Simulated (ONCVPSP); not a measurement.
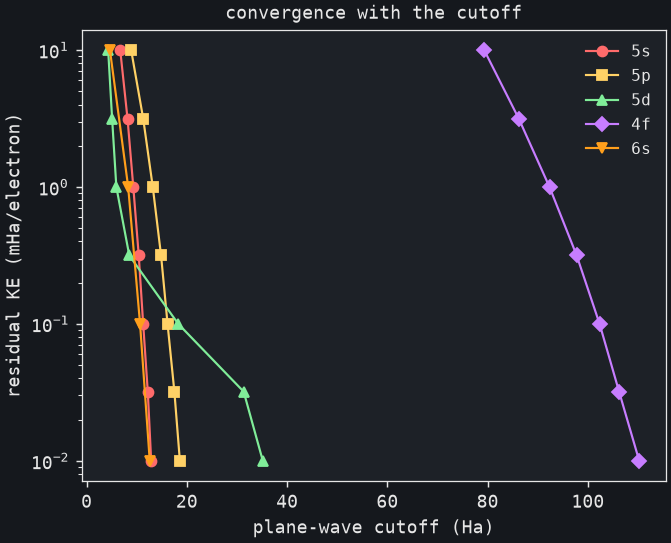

Residual kinetic energy of the pseudo-waves (the first of each channel, and further valence shells) beyond the plane-wave cutoff, as the generator prints it.

Ce, optimised norm-conserving Vanderbilt (ONCV), made with ONCVPSP 4.0.1 (PBE, scalar-relativistic). Core [Kr] 4d10, reference 4f1 5s2 5p6 5d1 6s2. Waves: 5s+6s: rc 2.85 bohr, ncon 5, nbas 9, qcut 5.6 1/bohr, 2 projectors; 5p: rc 2.25 bohr, ncon 4, nbas 7, qcut 6.8 1/bohr, 1 projector; 5d: rc 2.50 bohr, ncon 4, nbas 8, qcut 3.4 1/bohr, 1 projector; 4f: rc 1.25 bohr, ncon 5, nbas 9, qcut 15.3 1/bohr, 2 projectors, debl 3.7 Ha. Local part: polynomial inside 0.85 bohr (lpopt 5, dvloc0 4 Ha). Core correction: Teter function, fcfact 4, rcfact 1.1.

Which cutoffs does the potential need for its occupied states?

Answer. 92 Ha for 1 mHa and 102 Ha for 0.1 mHa per electron. The first is set by 4f.

Read the cutoffs for an error of 1 mHa per electron.

Answer. 4f: 92 Ha; 5p: 13 Ha; 5s: 9.3 Ha; 6s: 8.3 Ha; 5d: 5.9 Ha.

Which wave is the hardest at 1 mHa per electron, and which settings govern it?

Answer. 4f, with rc = 1.25 bohr and qcut = 15.3 1/bohr. The optimisation minimises, but can't always remove, the kinetic energy above qcut²/2 = 117.0 Ha, and a larger rc would as a rule soften the wave at some cost in transferability.

The potential isn't sound: its ghost test gives GHOST(-) flagged for s at -319.3 eV, p at -139.9 eV; GHOST(+) flagged for d at 12.6 eV.
